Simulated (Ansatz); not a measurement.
# Calculations on BSi2H5S

## 1. Relaxation

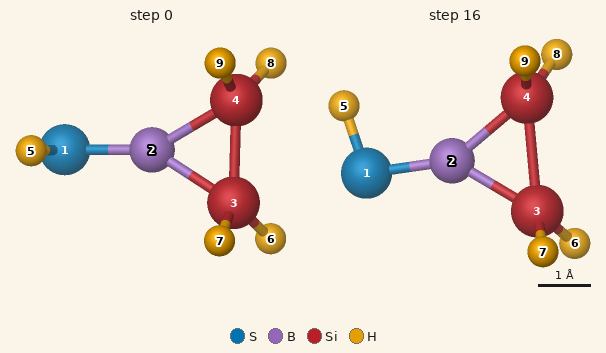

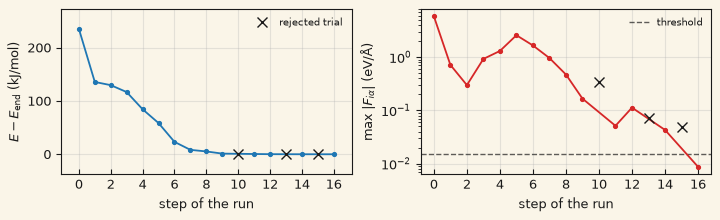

First and last geometry of a relaxation of BSi$_{2}$H$_{5}$S, with the history of the run. A ball-and-stick model, seen face on.

The run prepares an end point of a later path (torsion) calculation, from a guessed geometry.

Method: RKS r2SCAN/STO-3G (Ansatz). (no spin polarisation; force threshold 0.015 eV/Å; at most 40 steps)

Read the history and describe the run.

It converged. The energy falls by 235.3 kJ/mol in 13 accepted moves (16 points after the start). Largest force component: 5.9 eV/Å at the start, 0.0087 eV/Å at the end. The line search rejected the trial steps at points 10, 13, 15 of the run. The largest move after the best rigid fit is that of H5, 1.16 Å. Largest moves by element: H 1.16 Å, S 0.69 Å, B 0.34 Å, Si 0.24 Å. Some distances before and after: Si3–Si4 1.985 → 2.205 Å, S1–B2 1.820 → 1.721 Å, B2–Si4 2.025 → 1.948 Å, Si3–H7 1.500 → 1.448 Å. Bond angles that change, for instance: B2–Si4–H8 108.7° → 119.1°, Si3–B2–Si4 59.3° → 69.0°, H6–Si3–H7 119.7° → 111.0°. Groups turn about S1–B2 by about 90°. Cost: 56 s on 1 thread of Arm Neoverse V1, with other jobs on the host, peak memory 0.14 GiB.

Limits of the set-up: STO-3G is a minimal basis, so the numbers are rough.

## 2. Relaxation

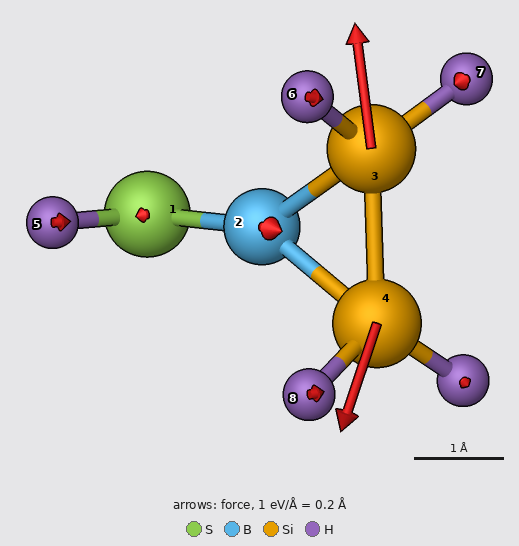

Starting geometry of BSi2H5S with the computed forces as red arrows. The picture is a ball-and-stick view, seen at a tilt.

The run prepares an end point of a later path (torsion) calculation, from a guessed geometry.

Level of theory: RKS r2SCAN/STO-3G (Ansatz).

Input
```yaml
crystal:
  periodic: [false, false, false]
  atoms:
    - { symbol: S, position_ang: [-1.816, 1.2402, -1.4832] }
    - { symbol: B, position_ang: [-0.6129, 0.4441, -0.3738] }
    - { symbol: Si, position_ang: [-0.17823, -1.00834, 0.90733] }
    - { symbol: Si, position_ang: [1.19193, 0.37981, 0.54123] }
    - { symbol: H, position_ang: [-1.4337, 0.5335, -2.6272] }
    - { symbol: H, position_ang: [-0.05206, -2.33295, 0.2295] }
    - { symbol: H, position_ang: [-0.94428, -0.90203, 2.19236] }
    - { symbol: H, position_ang: [2.23051, 0.0726, -0.477] }
    - { symbol: H, position_ang: [1.37279, 1.50713, 1.41802] }
basis:
  gaussian: { orbitals: STO-3G }
hamiltonian:
  xc: r2scan
relax:
  f_tol: 0.015
  max_steps: 40
```

Run as
```bash
ansatz run input.yaml --threads 1 --pin off --max-ram 2048MiB --backend cpu --events-out ev --progress --plain --runs-dir out
```

Q: What follows when this structure is relaxed?

A: It isn't relaxed: the largest force vector, on Si3, is 7.24 eV/Å. The final displacements have little in common with the starting forces (cosine between the two patterns 0.23). The atom that moves furthest after the best rigid fit is H5 (1.15 Å). Largest moves by element: H 1.15 Å, S 0.69 Å, B 0.31 Å, Si 0.20 Å. Some distances before and after: Si3–Si4 1.985 → 2.205 Å, S1–B2 1.820 → 1.722 Å, B2–Si4 2.025 → 1.947 Å, Si3–H7 1.500 → 1.448 Å. Bond angles that change, for instance: B2–Si4–H8 108.7° → 119.6°, Si3–B2–Si4 59.3° → 69.0°, S1–B2–Si4 151.5° → 142.0°. Groups turn about S1–B2 by about 90°. Over 13 accepted moves (14 points after the start) the energy falls by 56.1 kcal/mol. The largest force component goes from 5.7 to 0.007 eV/Å. The line search rejected the trial step at point 8 of the run. Cost: 51 s on 1 thread of Arm Neoverse V1, on a shared host, peak memory 0.14 GiB.

Limits of the set-up: STO-3G is a minimal basis, so the numbers are rough.

## 3. Path

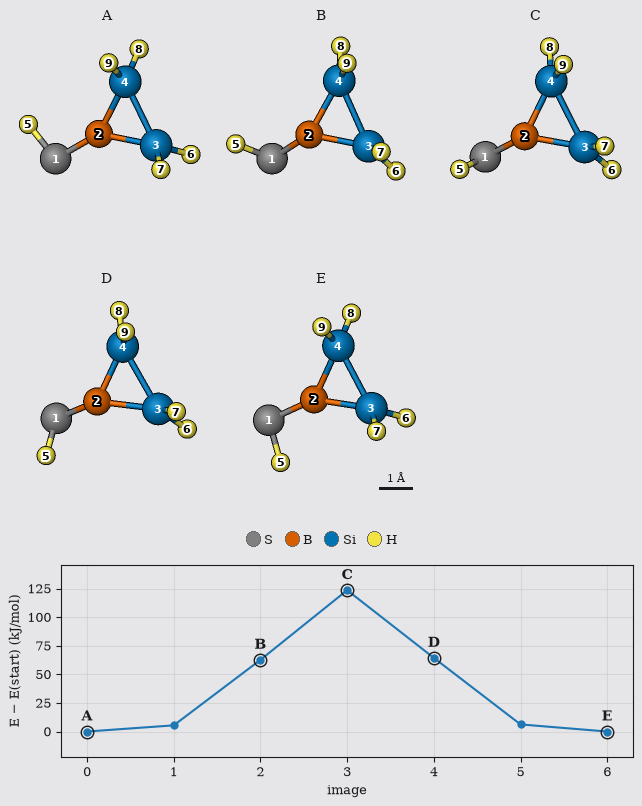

A nudged-elastic-band calculation for BSi₂H₅S. Images are numbered from 0 (start) to 6 (end). Frames A to E are images 0, 2, 3, 4, 6. A ball-and-stick model, seen at a tilt.

All numbers below come from Ansatz, RKS r2SCAN/STO-3G.

Input
```yaml
crystal:
  periodic: [false, false, false]
  atoms:
    - { symbol: S, position_ang: [-1.264526, 1.203638, -1.834682] }
    - { symbol: B, position_ang: [-0.367694, 0.425539, -0.588356] }
    - { symbol: Si, position_ang: [1.294327, 0.558045, 0.417655] }
    - { symbol: Si, position_ang: [-0.200008, -1.041477, 0.681965] }
    - { symbol: H, position_ang: [-2.349915, 0.367663, -1.910423] }
    - { symbol: H, position_ang: [1.441757, 1.589606, 1.423157] }
    - { symbol: H, position_ang: [2.554079, 0.295227, -0.246257] }
    - { symbol: H, position_ang: [-1.05502, -1.061707, 1.850598] }
    - { symbol: H, position_ang: [0.035599, -2.382834, 0.189243] }
basis:
  gaussian: { orbitals: STO-3G }
hamiltonian:
  xc: r2scan
neb:
  order_check: false
  images: 5
  f_tol: 0.05
  max_iterations: 60
  initial_path: idpp
  final_atoms:
    - { symbol: S, position_ang: [-1.8304552, 0.52861184, -1.66731341] }
    - { symbol: B, position_ang: [-0.607972, 0.12283393, -0.52509769] }
    - { symbol: Si, position_ang: [1.10437071, 0.53533533, 0.30601784] }
    - { symbol: Si, position_ang: [-0.15566388, -1.19464506, 0.83571978] }
    - { symbol: H, position_ang: [-1.28865249, 1.66691526, -2.20880649] }
    - { symbol: H, position_ang: [1.2061255, 1.68240422, 1.18421197] }
    - { symbol: H, position_ang: [2.32110801, 0.36045484, -0.45965919] }
    - { symbol: H, position_ang: [-0.89123746, -1.21686552, 2.08283577] }
    - { symbol: H, position_ang: [0.23097581, -2.53134483, 0.43499141] }
```

Launched with:
```bash
ansatz run input.yaml --threads 1 --pin off --max-ram 2048MiB --backend cpu --events-out ev --progress --plain --runs-dir out
```

Describe the mechanism and the energy profile.

Answer. The motion is a rotation about the S1–B2 bond by about 180°. No bond forms or breaks between the ends. Among the angles between lasting bonds that change up to the highest image: Si3–Si4–H9 121.4° → 101.0°, S1–B2–Si4 149.0° → 132.8°. The barrier is about 123.5 kJ/mol in both directions, with image 3 at the top; the ends have the same energy. The band converged in 12 iterations, with a climbing image at the top.

Limits of the set-up: STO-3G is a minimal basis, so the numbers are rough.
